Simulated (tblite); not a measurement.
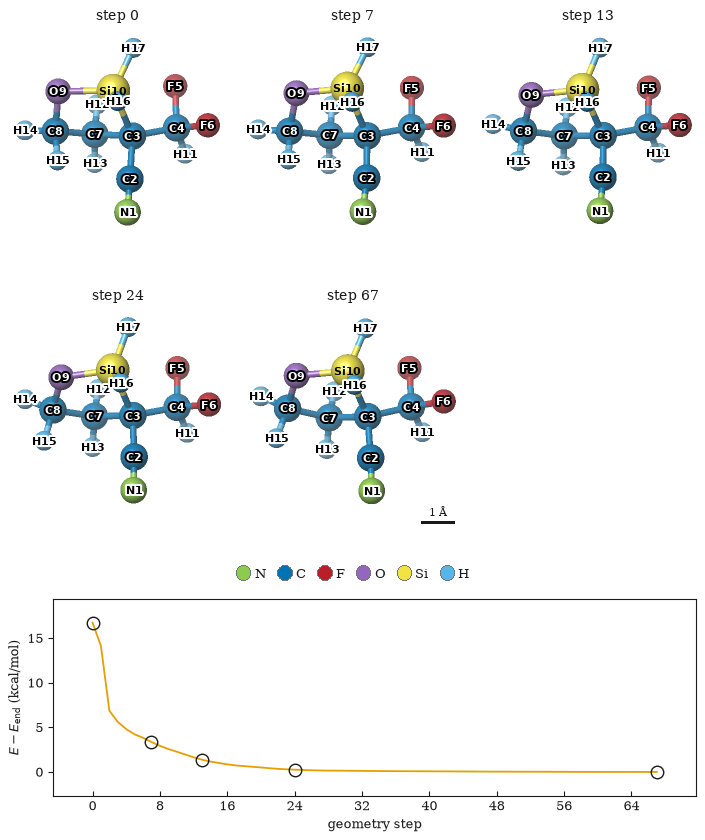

Frames of a relaxation of C5H7F2NOSi, marked on the history of the run. The picture is a ball-and-stick view, seen at a tilt.

Level of theory: GFN2-xTB geometry optimisation, gas phase in tblite 0.8.0. 

> What happens along the run?

The atom that moves furthest after the best rigid fit is H15 (0.56 Å). By element the largest moves are H 0.56 Å, N 0.30 Å, O 0.25 Å, C 0.18 Å, F 0.17 Å, Si 0.14 Å. Among the contacts that change: O9–Si10 1.749 → 1.629 Å, C3–Si10 1.871 → 1.948 Å, C4–F5 1.405 → 1.357 Å, C2–C3 1.471 → 1.432 Å. Bond angles that change, for instance: C8–O9–Si10 102.3° → 116.2°, C3–C7–C8 100.5° → 106.4°, H16–Si10–H17 112.1° → 117.5°. Groups turn about C7–C8 by about 25°, C8–O9 by about 20°. The energy falls by 16.7 kcal/mol in 67 geometry steps. Cost: 0.47 s on 1 thread of Intel(R) Xeon(R) 6975P-C, with other jobs on the host. From step 0 to 7: H15 moves most (0.14 Å), energy −13.4 kcal/mol. From step 7 to 13: H15 moves most (0.18 Å), energy −1.98 kcal/mol. From step 13 to 24: H14 moves most (0.19 Å), energy −1.12 kcal/mol. From step 24 to 67: H15 moves most (0.11 Å), energy −0.26 kcal/mol.

```
step  E − E(0), kcal/mol
   0                0.00
   1               -2.62
   2               -9.87
   3              -11.13
   4              -11.93
   5              -12.52
   6              -12.91
   7              -13.38
   8              -13.80
   9              -14.17
  10              -14.46
  13              -15.36
  16              -15.88
  19              -16.15
  22              -16.39
  25              -16.51
  28              -16.58
  31              -16.60
  34              -16.63
  37              -16.65
  40              -16.66
  43              -16.67
  46              -16.69
  49              -16.70
  52              -16.71
  55              -16.72
  58              -16.73
  61              -16.73
  64              -16.73
  67              -16.73
```
